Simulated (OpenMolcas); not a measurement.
# Energy and gradient calculation, with input and output: CH4FSn (part 2 of 2)

Continued. System: CH4FSn, multiplicity 2. Method: TPSSh/STO-3G, UKS (OpenMolcas 26.06). The geometry comes from this level: GFN2-xTB.

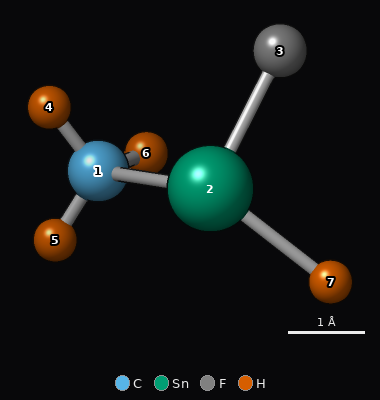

Figure 1. The structure (ball-and-stick view, seen at a tilt; atoms are numbered from 1 in the order of the input). Sticks mark near contacts.

Output, continued:
```
 *****************************************************************************************************************************
 *                                             SCF/KS-DFT Program, Final results                                             *
 *                                                       Final Results                                                       *
 *****************************************************************************************************************************

::    Total KS-DFT energy                           -6103.5289556527
      One-electron energy                           -9099.4039506228
      Two-electron energy                            2746.8974435270
      Nuclear repulsion energy                        248.9775514431
      Kinetic energy (interpolated)                  6097.9455258185
      Virial theorem                                    1.0009156247
      Total spin, S(S+1)                                0.7527689193
      Total spin, S                                     0.5013835026
      Max non-diagonal density matrix element           0.0000000722
      Max non-diagonal Fock matrix element              0.0000000068

      All orbitals with orbital energies smaller than  E(LUMO)+0.5 are printed

++    Molecular orbitals:
      -------------------

      Title: UKS-DFT orbitals (alpha)

      Molecular orbitals for symmetry species 1: a

          Some orbital energies have been scaled by powers of 10, the power is written right after the orbital index

          Orbital            1 (1)     2         3         4         5         6         7         8         9        10
          Energy         -101.8839 -148.6654 -141.3202 -141.3201 -141.3198  -27.3554  -24.6724  -24.6720  -24.6708  -24.1897
          Occ. No.          1.0000    1.0000    1.0000    1.0000    1.0000    1.0000    1.0000    1.0000    1.0000    1.0000

          Orbital           11        12        13        14        15        16        17        18        19        20
          Energy          -16.7716  -16.7716  -16.7707  -16.7704  -16.7702   -9.8972   -3.9574   -2.8537   -2.8518   -2.8481
          Occ. No.          1.0000    1.0000    1.0000    1.0000    1.0000    1.0000    1.0000    1.0000    1.0000    1.0000

          Orbital           21        22        23        24        25        26        27        28        29        30
          Energy           -0.9617   -0.6148   -0.4610   -0.4579   -0.4577   -0.4554   -0.4549   -0.3405   -0.3391   -0.3154
          Occ. No.          1.0000    1.0000    1.0000    1.0000    1.0000    1.0000    1.0000    1.0000    1.0000    1.0000

          Orbital           31        32        33        34        35        36        37        38        39        40
          Energy           -0.2143   -0.1963   -0.1589   -0.1239   -0.0876    0.1354    0.1732    0.2169    0.4896    0.4916
          Occ. No.          1.0000    1.0000    1.0000    1.0000    1.0000    0.0000    0.0000    0.0000    0.0000    0.0000

          Orbital           41
          Energy            0.4970
          Occ. No.          0.0000

--

      All orbitals with orbital energies smaller than  E(LUMO)+0.5 are printed

++    Molecular orbitals:
      -------------------

      Title: UKS-DFT orbitals (beta)

      Molecular orbitals for symmetry species 1: a

          Some orbital energies have been scaled by powers of 10, the power is written right after the orbital index

          Orbital            1 (1)     2         3         4         5         6         7         8         9        10
          Energy         -101.8838 -148.6651 -141.3199 -141.3196 -141.3195  -27.3549  -24.6720  -24.6711  -24.6706  -24.1867
          Occ. No.          1.0000    1.0000    1.0000    1.0000    1.0000    1.0000    1.0000    1.0000    1.0000    1.0000

          Orbital           11        12        13        14        15        16        17        18        19        20
          Energy          -16.7711  -16.7710  -16.7705  -16.7700  -16.7699   -9.8955   -3.9559   -2.8525   -2.8487   -2.8472
          Occ. No.          1.0000    1.0000    1.0000    1.0000    1.0000    1.0000    1.0000    1.0000    1.0000    1.0000

          Orbital           21        22        23        24        25        26        27        28        29        30
          Energy           -0.9499   -0.6110   -0.4595   -0.4567   -0.4559   -0.4540   -0.4532   -0.3391   -0.3376   -0.2964
          Occ. No.          1.0000    1.0000    1.0000    1.0000    1.0000    1.0000    1.0000    1.0000    1.0000    1.0000

          Orbital           31        32        33        34        35        36        37        38
          Energy           -0.1976   -0.1826   -0.1269   -0.1182   -0.0087    0.1600    0.1906    0.2443
          Occ. No.          1.0000    1.0000    1.0000    1.0000    0.0000    0.0000    0.0000    0.0000

--

++    Molecular charges:
      ------------------

      Mulliken charges per centre and basis function type
      ---------------------------------------------------

                            C1                      SN2                     F3                      H4                      H5                      H6
                     alpha        beta       alpha        beta       alpha        beta       alpha        beta       alpha        beta       alpha        beta
      1s           1.6262      1.6117      4.8224      4.6435      1.9903      1.9897      0.4690      0.4739      0.4697      0.4737      0.4737      0.4704
      2px          0.5149      0.5004      3.2825      3.2767      0.7609      0.7773      0.0000      0.0000      0.0000      0.0000      0.0000      0.0000
      2pz          0.5582      0.5029      3.5629      3.1915      0.9457      0.8063      0.0000      0.0000      0.0000      0.0000      0.0000      0.0000
      2py          0.5184      0.5040      3.4104      3.3303      0.9724      0.9415      0.0000      0.0000      0.0000      0.0000      0.0000      0.0000
      3d2+         0.0000      0.0000      1.9962      1.9963      0.0000      0.0000      0.0000      0.0000      0.0000      0.0000      0.0000      0.0000
      3d1+         0.0000      0.0000      1.9972      1.9974      0.0000      0.0000      0.0000      0.0000      0.0000      0.0000      0.0000      0.0000
      3d0          0.0000      0.0000      1.9984      1.9984      0.0000      0.0000      0.0000      0.0000      0.0000      0.0000      0.0000      0.0000
      3d1-         0.0000      0.0000      1.9981      1.9974      0.0000      0.0000      0.0000      0.0000      0.0000      0.0000      0.0000      0.0000
      3d2-         0.0000      0.0000      1.9993      1.9993      0.0000      0.0000      0.0000      0.0000      0.0000      0.0000      0.0000      0.0000
      Total        3.2177      3.1190     25.0674     24.4308      4.6694      4.5148      0.4690      0.4739      0.4697      0.4737      0.4737      0.4704
      Total              6.3368                 49.4982                  9.1842                  0.9429                  0.9434                  0.9441

      Charge           -0.3368                  0.5018                 -0.1842                  0.0571                  0.0566                  0.0559

                            H7
                     alpha        beta
      1s           0.6331      0.5173
      2px          0.0000      0.0000
      2pz          0.0000      0.0000
      2py          0.0000      0.0000
      3d2+         0.0000      0.0000
      3d1+         0.0000      0.0000
      3d0          0.0000      0.0000
      3d1-         0.0000      0.0000
      3d2-         0.0000      0.0000
      Total        0.6331      0.5173
      Total              1.1504

      Charge           -0.1504

      Total electronic charge=   69.000000

      Total            charge=   -0.000000
--

++    Molecular orbitals:
      -------------------

      Title: Natural orbitals

      Molecular orbitals for symmetry species 1: a

          Some orbital energies have been scaled by powers of 10, the power is written right after the orbital index

          Orbital            1 (1)     2         3         4         5         6         7         8         9        10
          Energy         -101.8838 -148.6652 -141.3200 -141.3199 -141.3197  -27.3551  -24.6722  -24.6716  -24.6707  -24.1882
          Occ. No.          2.0000    2.0000    2.0000    2.0000    2.0000    2.0000    2.0000    2.0000    2.0000    2.0000

          Orbital           11        12        13        14        15        16        17        18        19        20
          Energy          -16.7714  -16.7713  -16.7706  -16.7702  -16.7701   -9.8887   -3.9564   -2.8515   -2.8487   -2.8396
          Occ. No.          2.0000    2.0000    2.0000    2.0000    2.0000    2.0000    2.0000    2.0000    2.0000    2.0000

          Orbital           21        22        23        24        25        26        27        28        29        30
          Energy           -0.9531   -0.4531   -0.4244   -0.3874   -0.4304   -0.3380   -0.3289   -0.3159   -0.4088   -0.3644
          Occ. No.          2.0000    2.0000    2.0000    2.0000    2.0000    2.0000    2.0000    2.0000    2.0000    2.0000

          Orbital           31        32        33        34        35        36        37        38        39        40
          Energy           -0.4719   -0.2444   -0.2156   -0.1766   -0.0493    0.1826    0.1672    0.2114    0.4920    0.4974
          Occ. No.          2.0000    1.9999    1.9995    1.9992    1.0000    0.0008    0.0005    0.0001    0.0000    0.0000

          Orbital           41
          Energy            0.4941
          Occ. No.          0.0000

--

++    Molecular properties:
      ---------------------

      Charge (e):
                      =   -0.0000
      Dipole Moment (debye):
      Origin of the operator (angstrom)=    0.5518   -0.3129    0.9450
                   X= -6.3055E-01               Y=  2.7637E-01               Z=  7.1532E-01           Total=  9.9280E-01
      Quadrupole Moment (debye*angstrom):
      Origin of the operator (angstrom)=    0.5518   -0.3129    0.9450
                  XX= -3.6711E+01              XY=  2.4028E-01              XZ=  1.6699E-01              YY= -3.6361E+01
                  YZ=  1.2915E+00              ZZ= -3.5049E+01
      In traceless form (debye*angstrom)
                  XX= -1.0057E+00              XY=  3.6041E-01              XZ=  2.5048E-01              YY= -4.8091E-01
                  YZ=  1.9373E+00              ZZ=  1.4866E+00
--

--- Stop Module: scf /rc=_RC_ALL_IS_WELL_ ---
--- Module scf spent 22 seconds ---

--- Start Module: alaska ---

                                              &ALASKA

                       available to each process: 1.9 GB of memory, 1 thread

                     Threshold for contributions to the gradient: 1.000E-07

                    ********************************************
                    * Symmetry Adapted Cartesian Displacements *
                    ********************************************

           Irreducible representation : a
           Basis function(s) of irrep: x, y, xy, Rz, z, xz, Ry, yz, Rx, I

 Basis Label        Type   Center Phase
   1   C1           x         1     1
   2   C1           y         1     1
   3   C1           z         1     1
   4   SN2          x         2     1
   5   SN2          y         2     1
   6   SN2          z         2     1
   7   F3           x         3     1
   8   F3           y         3     1
   9   F3           z         3     1
  10   H4           x         4     1
  11   H4           y         4     1
  12   H4           z         4     1
  13   H5           x         5     1
  14   H5           y         5     1
  15   H5           z         5     1
  16   H6           x         6     1
  17   H6           y         6     1
  18   H6           z         6     1
  19   H7           x         7     1
  20   H7           y         7     1
  21   H7           z         7     1

                     No automatic utilization of translational and rotational invariance of the energy is employed.

 DFT contribution computed for a moving grid.

 Conventional ERI gradients!

 **************************************************
 *              Molecular gradients               *
 **************************************************

  Irreducible representation: a
 ------------------------------------------------------------------------------------------
                              X                       Y                       Z
 ------------------------------------------------------------------------------------------
  C1               -3.61816961459454E-02    4.34520571295796E-02   -6.43652455517802E-02
  SN2              -1.93448652007930E-02    2.77378673913757E-02    3.60250818848300E-02
  F3                3.42005448325082E-02    4.13926277900378E-03   -1.73154908989339E-02
  H4               -9.76824486085226E-03   -3.65818059393970E-02    2.37823035753515E-03
  H5                3.93322331030204E-02   -2.25448493335556E-04   -1.87409369093133E-03
  H6               -8.21575953304188E-03    1.57953798866224E-02    3.69859137611002E-02
  H7               -2.22121949693399E-05   -5.43173127538807E-02    8.16560413826073E-03
 ------------------------------------------------------------------------------------------

--- Stop Module: alaska /rc=_RC_ALL_IS_WELL_ ---
--- Module alaska spent 4 seconds ---

.##################.
.# Happy landing! #.
.##################.

    Timing: Wall=27.27 User=24.59 System=2.68
```

This output came from the following input.

Input:
```
&GATEWAY
  BasLib=$CurrDir
  Coord
  7
  angstrom
  C       -0.664580       0.665950      -0.560350
  Sn       0.430530      -0.431370       1.220570
  F        2.312770      -0.250900       0.413770
  H       -0.296670       1.688090      -0.549110
  H       -1.741240       0.620610      -0.440020
  H       -0.336590       0.143030      -1.452130
  H        0.295780      -2.435400       1.367280
  Basis=STO-3G
  Group=NoSym

&SEWARD
  GridInput
  Grid=UltraFine
  End of Grid

&SCF
  UHF
  Spin=2
  KSDFT=HYB_MGGA_XC_TPSSH
  Thresholds=1e-10 1e-07 1e-07 1e-05
  PrOrbitals=1 1

&ALASKA
```

Launch command:
```bash
export MOLCAS_MEM=1860
pymolcas run.inp > run.log
```

Summary:

- outcome: converged
- total energy: −6103.528956 hartree
- basis functions: 41
- largest force: 4.406 eV/Å
- ⟨S²⟩: 0.753
- dipole moment: 0.99 debye
- hardware: 1 thread of Arm Neoverse V1, 24 GiB of memory available, shared host
- wall time: 28 s
- peak memory: 0.38 GiB
